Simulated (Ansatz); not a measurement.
# AlN2H7O: nudged elastic band (part 2 of 2)

Continued. System: AlN2H7O. Method: RKS B3LYP-D4/6-31G* (Ansatz 0.2.0). It belongs to a series of runs on one base structure; here: band between the two ends.

Geometry of the input (Å):
```
Al -0.1698  -0.0443  0.1233
H  -0.1847  -1.0302  1.3776
N  1.4992  0.4062  -0.5834
H  2.2823  -0.2034  -0.3630
H  1.5749  0.6416  -1.5698
N  -1.5703  -0.0357  -0.9972
H  -2.5091  -0.2940  -0.7198
H  -1.5971  0.4318  -1.8948
O  0.0841  1.7450  1.0922
H  0.9802  1.7243  0.6287
H  0.2423  1.6266  2.0438
```

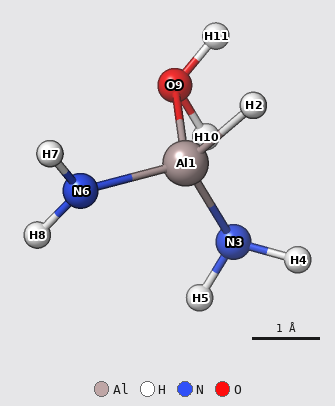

Fig. 1: The input geometry (ball-and-stick view, seen at a tilt; atoms are numbered from 1 in the order of the input). Sticks mark near contacts.

The program's output, continued:
```
NEB iter  42: max|band force component| = 7.052e-1 eV/Å  barrier→ = 0.8401 eV  barrier← = 1.2357 eV  CI = image 4  Δτ_max = 0.0503 Å  (138 SCF iters)
NEB iter  43: max|band force component| = 5.788e-1 eV/Å  barrier→ = 0.8401 eV  barrier← = 1.2357 eV  CI = image 4  Δτ_max = 0.0471 Å  (132 SCF iters)
NEB iter  44: max|band force component| = 8.081e-2 eV/Å  barrier→ = 0.8401 eV  barrier← = 1.2357 eV  CI = image 4  Δτ_max = 0.0185 Å  (129 SCF iters)
the calculation of the forces begins
reference -11740.46336733 eV, -431.4540707776 hartree; 21, 21 occupied and 57, 57 virtual orbitals, 865 factors
865 factors; integrals over basis functions are off by at most 5.7e-4 eV
mean field -11739.32351791 eV, -431.4121820837 hartree, gradient 2.7e-5 eV, S^2 0.000000; 1 other end points of the search recorded, 0 dependent functions left out
the calculation of the forces begins
reference -11739.32377310 eV, -431.4121914619 hartree; 21, 21 occupied and 57, 57 virtual orbitals, 865 factors
NEB iter  45: max|band force component| = 4.515e-2 eV/Å  barrier→ = 0.8401 eV  barrier← = 1.2357 eV  CI = image 4  Δτ_max = 0.0000 Å  (303 SCF iters)
```

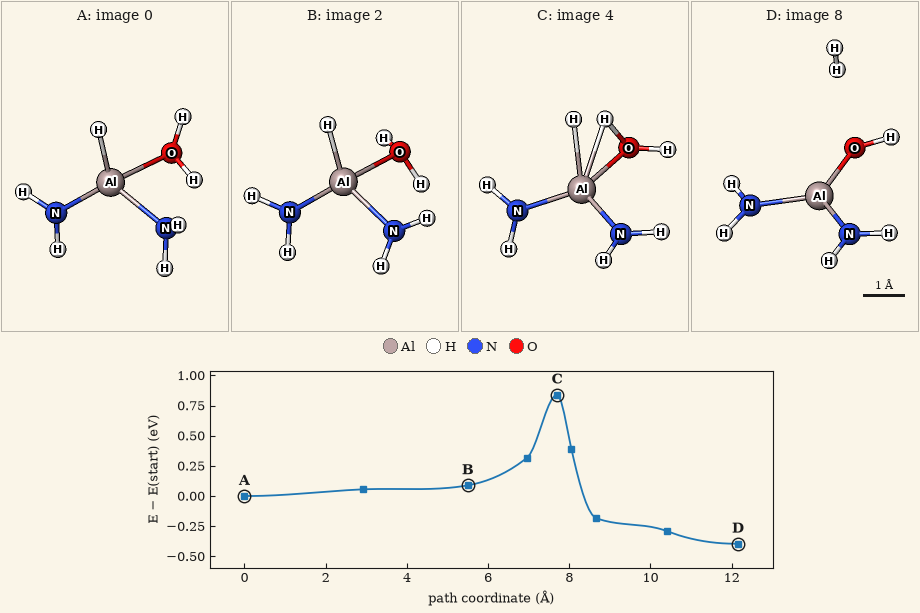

Fig. 2: Images of the last band (counted from 0; ball-and-stick, seen at a tilt) above the energy along the path; the line is a cubic interpolation that uses the forces. The highest image is number 4, 0.840 eV above the start and 1.236 eV above the end (the climbing image); the end lies 0.396 eV below the start. The path is 12.15 Å long. The band converged in 45 iterations.

```
Total energy: -11739.60310363 eV, -431.4224566697 hartree
Atom 0 at    -0.027028     0.345041    -0.074005 Å, force     0.000005     0.000003     0.000003 eV/Å
Atom 1 at    -0.222983    -0.237419     1.618509 Å, force    -0.000001    -0.000000     0.000002 eV/Å
Atom 2 at     1.559692     0.193578    -0.881776 Å, force    -0.000003     0.000001     0.000002 eV/Å
Atom 3 at     1.765135    -0.552650    -1.534436 Å, force     0.000001    -0.000002     0.000001 eV/Å
Atom 4 at     2.416673     0.667035    -0.627230 Å, force    -0.000002     0.000004    -0.000003 eV/Å
Atom 5 at    -1.521542    -0.107834    -0.927823 Å, force    -0.000001     0.000002     0.000007 eV/Å
Atom 6 at    -2.378145    -0.388874    -0.469219 Å, force    -0.000002     0.000001    -0.000003 eV/Å
Atom 7 at    -1.679518     0.030432    -1.917570 Å, force     0.000001    -0.000003    -0.000003 eV/Å
Atom 8 at    -0.012824     1.865066     1.052288 Å, force     0.000002     0.000004    -0.000008 eV/Å
Atom 9 at     0.835507     2.317686     1.196976 Å, force    -0.000001    -0.000002     0.000002 eV/Å
Atom 10 at    -0.102767     0.835937     1.701984 Å, force    -0.000000    -0.000007     0.000001 eV/Å
Dipole moment:     0.313775     0.147329     0.000641 e Å
this run last wrote the band of iteration 45 to [file]
```

The last band as extended XYZ (Å, eV, eV/Å):
```
11
Properties=species:S:1:pos:R:3:forces:R:3 image=0 energy=-11740.44298
Al   -0.1698   -0.0443    0.1233    0.0001   0.0011   0.0060
H    -0.1847   -1.0302    1.3776   -0.0018  -0.0009  -0.0019
N     1.4992    0.4062   -0.5834   -0.0023   0.0090  -0.0098
H     2.2823   -0.2034   -0.3630    0.0016  -0.0068   0.0035
H     1.5749    0.6416   -1.5698    0.0029  -0.0008   0.0032
N    -1.5703   -0.0357   -0.9972    0.0060   0.0032  -0.0058
H    -2.5091   -0.2940   -0.7198    0.0029   0.0008   0.0004
H    -1.5971    0.4318   -1.8948   -0.0069  -0.0038   0.0045
O     0.0841    1.7450    1.0922    0.0060  -0.0018   0.0017
H     0.9802    1.7243    0.6287   -0.0065  -0.0015  -0.0015
H     0.2423    1.6266    2.0438   -0.0020   0.0014  -0.0004
11
Properties=species:S:1:pos:R:3:forces:R:3 image=1 energy=-11740.38802
Al    0.2371   -0.0753    0.1076   -0.0024  -0.0100  -0.0075
H     0.1659   -1.1303    1.3040    0.0087   0.0007  -0.0019
N     1.6968   -0.0236   -0.9403    0.0114   0.0020  -0.0142
H     2.1634   -0.8464   -1.2991    0.0179  -0.0218   0.0209
H     2.0333    0.7979   -1.4264   -0.0174   0.0042  -0.0278
N    -1.4634    0.4292   -0.4825    0.0095   0.0048   0.0158
H    -2.2438   -0.1577   -0.1976    0.0118   0.0201   0.0062
H    -1.6068    0.6711   -1.4596    0.0018   0.0081   0.0079
O     0.1922    1.7535    0.9547   -0.0107   0.0057  -0.0232
H     0.2277    1.7889    1.9237   -0.0242  -0.0175   0.0416
H    -0.7702    1.7607    0.6533   -0.0063   0.0038  -0.0179
11
Properties=species:S:1:pos:R:3:forces:R:3 image=2 energy=-11740.35465
Al    0.0072   -0.1247    0.1743    0.0267  -0.0123   0.0495
H    -0.1578   -1.0965    1.4264    0.0151  -0.0843  -0.0105
N     1.5321    0.2513   -0.7674    0.0465  -0.0098  -0.0112
H     1.6332   -0.1294   -1.7039   -0.0211   0.0655   0.0057
H     2.4429    0.1881   -0.3208   -0.0272  -0.0443   0.0171
N    -1.5064    0.1200   -0.7845    0.0099   0.0286   0.0339
H    -2.3525   -0.4000   -0.5831    0.0155  -0.0057  -0.0054
H    -1.5312    0.4398   -1.7461    0.0028   0.0355   0.0352
O     0.3197    1.5704    1.2664    0.0344  -0.0359   0.0005
H     0.7485    2.1581    0.6152   -0.0225  -0.0303  -0.0665
H    -0.5035    1.9909    1.5614   -0.0799   0.0929  -0.0483
11
Properties=species:S:1:pos:R:3:forces:R:3 image=3 energy=-11740.12463
Al   -0.0445    0.0921    0.0183   -0.0089  -0.1268   0.0466
H    -0.2092   -0.5379    1.5124    0.0082  -0.1521  -0.0534
N     1.5192    0.2227   -0.8851   -0.0192   0.0192  -0.0008
H     1.7334   -0.4599   -1.6040   -0.0142   0.0500  -0.0355
H     2.3949    0.5788   -0.5207   -0.0112  -0.0394   0.0531
N    -1.5337   -0.1123   -0.9508   -0.0042  -0.0049  -0.0128
H    -2.3966   -0.4538   -0.5471   -0.0074  -0.0375  -0.0388
H    -1.6679    0.1259   -1.9243    0.0061   0.0448  -0.0035
O     0.0145    1.8494    1.0679    0.0110  -0.0087   0.0082
H     0.8611    2.3285    1.0703    0.0089   0.0067  -0.0630
H    -0.0390    1.3345    1.9008    0.0308   0.2486   0.1000
11
Properties=species:S:1:pos:R:3:forces:R:3 image=4 energy=-11739.60285
Al   -0.0270    0.3450   -0.0740    0.0000   0.0000   0.0000
H    -0.2230   -0.2374    1.6185    0.0000   0.0000   0.0000
N     1.5597    0.1936   -0.8818    0.0000   0.0000   0.0000
H     1.7651   -0.5526   -1.5344    0.0000   0.0000   0.0000
H     2.4167    0.6670   -0.6272    0.0000   0.0000   0.0000
N    -1.5215   -0.1078   -0.9278    0.0000   0.0000   0.0000
H    -2.3781   -0.3889   -0.4692    0.0000   0.0000   0.0000
H    -1.6795    0.0304   -1.9176    0.0000   0.0000   0.0000
O    -0.0128    1.8651    1.0523    0.0000   0.0000   0.0000
H     0.8355    2.3177    1.1970    0.0000   0.0000   0.0000
H    -0.1028    0.8359    1.7020    0.0000   0.0000   0.0000
11
Properties=species:S:1:pos:R:3:forces:R:3 image=5 energy=-11740.04957
Al   -0.0200    0.5048   -0.1287    0.0340   0.7902  -0.2682
H    -0.2096   -0.2496    1.6926   -0.0348   0.0453   0.3937
N     1.5573    0.1922   -0.8921    0.0313  -0.0694   0.0486
H     1.7466   -0.5418   -1.5615   -0.0177  -0.0510   0.0222
H     2.4132    0.6791   -0.6593    0.0163   0.0054  -0.0400
N    -1.5152   -0.1021   -0.8979    0.0733  -0.0095   0.0929
H    -2.3745   -0.3759   -0.4399    0.0323   0.0618   0.0593
H    -1.6889    0.0397   -1.8873    0.0530  -0.0511   0.0767
O    -0.0007    1.9298    0.9618    0.0082   0.3899  -0.5363
H     0.8530    2.3250    1.1862    0.0303   0.1075  -0.1225
H    -0.1290    0.5669    1.7637   -0.2263  -1.2192   0.2736
11
Properties=species:S:1:pos:R:3:forces:R:3 image=6 energy=-11740.62565
Al    0.0027    0.7232   -0.2839    0.0174   0.1592  -0.1152
H    -0.2054   -0.4746    1.8737   -0.0258  -0.1463   0.1357
N     1.5700    0.2253   -0.9596    0.0224   0.0146  -0.0230
H     1.7086   -0.5660   -1.5741   -0.0044  -0.0342   0.0275
H     2.4460    0.7037   -0.7971    0.0338   0.0100  -0.0655
N    -1.4931   -0.0528   -0.8722    0.0287   0.0291  -0.0009
H    -2.3333   -0.2222   -0.3343    0.0349   0.1108   0.0467
H    -1.7221   -0.0489   -1.8587    0.0041  -0.0816  -0.0032
O    -0.0077    2.0557    0.8216   -0.0208   0.1028  -0.1182
H     0.8390    2.3529    1.1803   -0.0291   0.0327  -0.0104
H    -0.1725    0.2715    1.9419   -0.0612  -0.1971   0.1266
11
Properties=species:S:1:pos:R:3:forces:R:3 image=7 energy=-11740.73466
Al    0.0248    0.7767   -0.4389    0.0027   0.0067  -0.0172
H    -0.1627   -0.4983    2.2976    0.0022  -0.0085   0.0457
N     1.5893    0.1031   -0.9501    0.0040  -0.0102   0.0031
H     1.6796   -0.5913   -1.6805    0.0002   0.0027  -0.0123
H     2.5028    0.4002   -0.6340    0.0076  -0.0307   0.0237
N    -1.5002    0.0676   -1.0286    0.0010   0.0147  -0.0222
H    -1.7640   -0.9000   -0.9028    0.0664  -0.0794  -0.0715
H    -2.3324    0.6198   -1.1830   -0.0666   0.0803   0.0730
O    -0.0328    2.1561    0.5896   -0.0059   0.0090  -0.0222
H     0.7856    2.5927    0.8554   -0.0100   0.0248  -0.0305
H    -0.1577    0.2416    2.2130   -0.0018  -0.0094   0.0303
11
Properties=species:S:1:pos:R:3:forces:R:3 image=8 energy=-11740.83852
Al    0.0016    0.6988   -0.5673    0.0041  -0.0020   0.0033
H     0.0463   -0.0192    3.1916   -0.0019   0.0094  -0.0066
N     1.5623    0.0696   -1.1478    0.0087   0.0005   0.0012
H     1.6614   -0.6979   -1.7997    0.0009  -0.0030  -0.0009
H     2.4738    0.4206   -0.8857   -0.0036   0.0000  -0.0034
N    -1.5386    0.0897   -1.2037   -0.0080   0.0006  -0.0008
H    -1.6526   -0.5967   -1.9372    0.0055   0.0134   0.0108
H    -2.4393    0.4088   -0.8720    0.0003  -0.0063  -0.0048
O    -0.0996    1.9200    0.6386   -0.0129   0.0036  -0.0027
H     0.6833    2.2337    1.1046    0.0056  -0.0043  -0.0049
H    -0.0663    0.4406    2.6163    0.0013  -0.0120   0.0087
```

Key numbers:

| quantity | value |
| --- | --- |
| outcome | converged |
| barrier, forward | 0.840 eV |
| barrier, backward | 1.236 eV |
| wall time | 15 min |
| peak memory | 0.15 GiB |

Remarks:

The order of the saddle point was not checked.
